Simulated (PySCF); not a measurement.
## Atomic calculation for Gd⁺

- system: Gd⁺, configuration 1s2 2s2 2p6 3s2 3p6 3d10 4s2 4p6 4d10 4f8 5s2 5p6 6s1, multiplicity 8.
- method: unrestricted HF, cc-pVDZ-X2C, spin-free X2C-1e, Gaussian nucleus (PySCF)

### The program's output (extracts)
```
damping factor = 0
level_shift factor = 0
DIIS = <class 'pyscf.scf.diis.CDIIS'>
diis_start_cycle = 1
diis_space = 10
diis_damp = 0
SCF conv_tol = 1e-09
SCF conv_tol_grad = None
number electrons alpha = 35  beta = 28
cycle= 1 E= -11266.4015086783  delta_E= -0.00413  |g|= 0.0144  |ddm|= 0.0527
cycle= 2 E= -11266.4015444923  delta_E= -3.58e-05  |g|= 0.0023  |ddm|= 0.00952
cycle= 3 E= -11266.4015480856  delta_E= -3.59e-06  |g|= 0.00108  |ddm|= 0.00488
cycle= 4 E= -11266.4015487881  delta_E= -7.02e-07  |g|= 0.000621  |ddm|= 0.0019
cycle= 5 E= -11266.4015493887  delta_E= -6.01e-07  |g|= 0.000195  |ddm|= 0.00257
cycle= 6 E= -11266.4015496776  delta_E= -2.89e-07  |g|= 0.000128  |ddm|= 0.0019
cycle= 7 E= -11266.4015499103  delta_E= -2.33e-07  |g|= 4.8e-05  |ddm|= 0.00271
cycle= 8 E= -11266.4015499432  delta_E= -3.3e-08  |g|= 4.52e-06  |ddm|= 0.00142
cycle= 9 E= -11266.4015499433  delta_E= -8e-11  |g|= 5.24e-07  |ddm|= 6.1e-05
converged SCF energy = -11266.4015499433  <S^2> = 15.758613  2S+1 = 8.002153
```

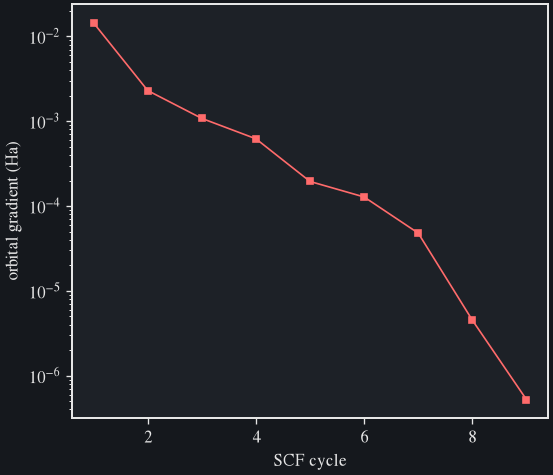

Fig. 1: Convergence: orbital gradient against the SCF cycle. The residual falls at every step. It goes from 0.014 to 5.2×10⁻⁷ in 9 steps.

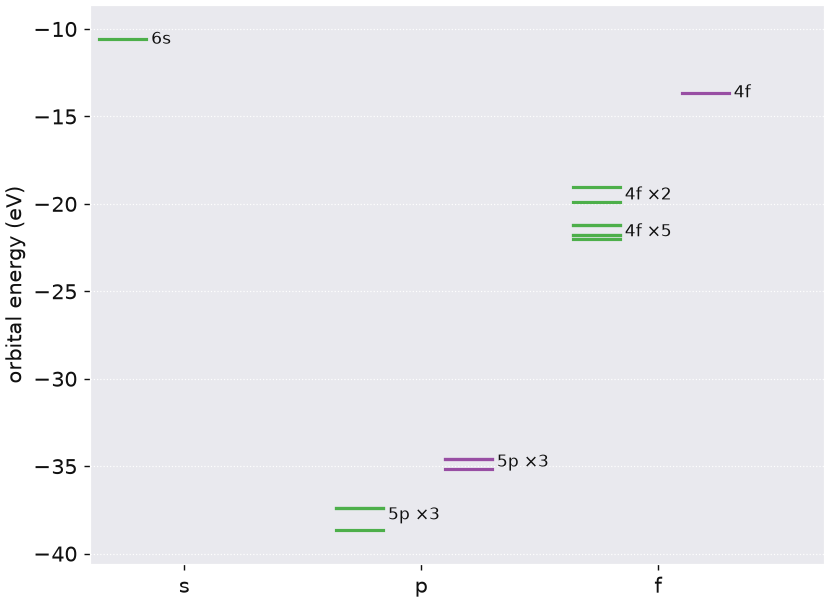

Fig. 2: Orbital energies of the mean field, from the top down to −38.7 eV, by angular momentum, α spin at the left of each column and β at the right; ×n counts the orbitals under one label. The highest filled orbital is 6s α at −10.6 eV, the lowest empty one s β at −4.60 eV.

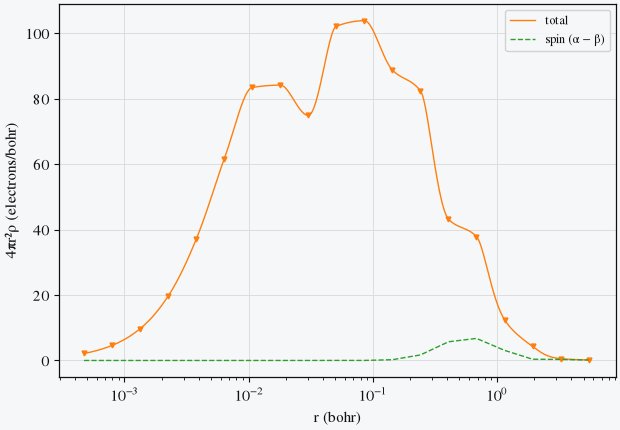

Fig. 3: Spherically averaged radial density 4πr²ρ of the mean field and its spin part; markers are the stored points, which are sparse, and the line is a monotone interpolation between them. The largest stored value is 104 electrons/bohr at r = 0.086 bohr. Root-mean-square radii of the shells: 4p 0.625, 4d 0.691, 4f 1.00, 5s 1.47, 5p 1.73, 6s 4.28 bohr.

### Input
```python
from pyscf import gto, scf, dft, mp, cc
import basis_set_exchange as bse
mol = gto.M(atom="Gd 0 0 0", charge=1, spin=7, symmetry="D2h",
            basis=gto.basis.parse(bse.get_basis("cc-pVDZ-X2C", elements=["Gd"], fmt="nwchem", header=False)),
            nucmod="G")
mf = scf.UHF(mol).sfx2c1e()
mf.irrep_nelec = {'Ag': (10, 9), 'B1g': (2, 2), 'B2g': (2, 2), 'B3g': (2, 2), 'Au': (1, 0), 'B1u': (6, 4), 'B2u': (6, 5), 'B3u': (6, 4)}
mf.kernel()
```

The script is an equivalent of what the driver set up; the driver started from orbitals of its own, so the log can be shorter than this script's would be, and it computed the properties (radii, ⟨L²⟩, response) afterwards. It held the occupations shell by shell, which the script's counts by irreducible representation don't always enforce.

The run was one of a batch that the task file lists, launched with:
```bash
OMP_NUM_THREADS=1 python <driver script> TASK.json OUT
```

### Summary

| quantity | value |
| --- | --- |
| outcome | converged |
| total energy | −11266.4015 hartree |
| ⟨S²⟩ | 15.759 |
| ⟨L²⟩ | 12.02 |
| SCF iterations | 9 |
| hardware | 1 thread of Arm Neoverse V1, 23 GiB of memory available, shared host |
| wall time | 1.3 s |

### Remarks

Radii and densities are those of the two-component orbitals, without the picture-change correction, so the innermost s shells come out slightly too small (about 1 % for 1s near Z = 40, more for heavier atoms). This is not the ground configuration of the species.
